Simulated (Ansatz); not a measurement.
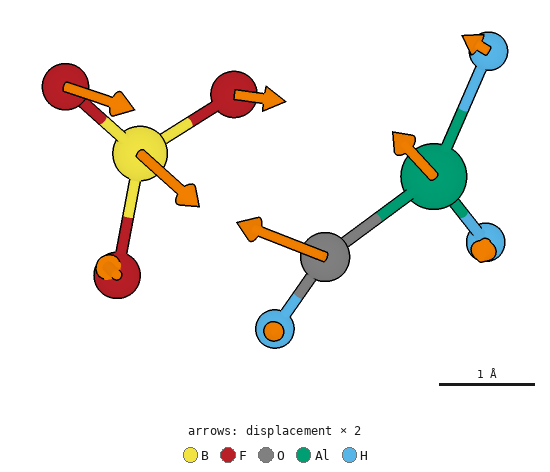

This is a relaxation of AlBH$_{3}$OF$_{3}$. The starting structure is drawn; orange arrows show the displacements, 2 times their true length. The two geometries are superimposed by the best rigid fit.

A ball-and-stick model, seen face on.

The run prepares an end point of a later path (reaction) calculation, from a guessed geometry.

All numbers below come from RKS BLYP-D4/def2-SVP (Ansatz 0.2.0). (no spin polarisation; force threshold 0.03 eV/Å; at most 50 steps)

Question: What happened in the run?

Answer: The energy falls by 24.2 kcal/mol in 10 accepted moves (11 points after the start). Largest force component: 0.77 eV/Å at the start, 0.014 eV/Å at the end. The line search rejected the trial step at point 10 of the run. The atom that moves furthest after the best rigid fit is the O atom (0.57 Å). By element the largest moves are O 0.57 Å, B 0.51 Å, F 0.44 Å, Al 0.39 Å, H 0.20 Å. Some distances before and after: B–O 2.596 → 1.531 Å, Al–F 2.483 → 1.868 Å, Al–B 3.116 → 2.578 Å, B–F 1.357 → 1.600 Å. New bonds form, among them: Al–F (2.48 → 1.87 Å), B–O (2.60 → 1.53 Å). Bond angles that change, for instance: F–B–F 119.8° → 107.3°, O–Al–H 119.9° → 109.2°, F–B–F 119.0° → 108.6°. Groups turn about Al–O by about 45°. The run took 27 s on 2 threads of Intel(R) Xeon(R) Platinum 8259CL CPU @ 2.50GHz (Skylake/Cascade Lake) (shared host), peak memory 0.17 GiB.
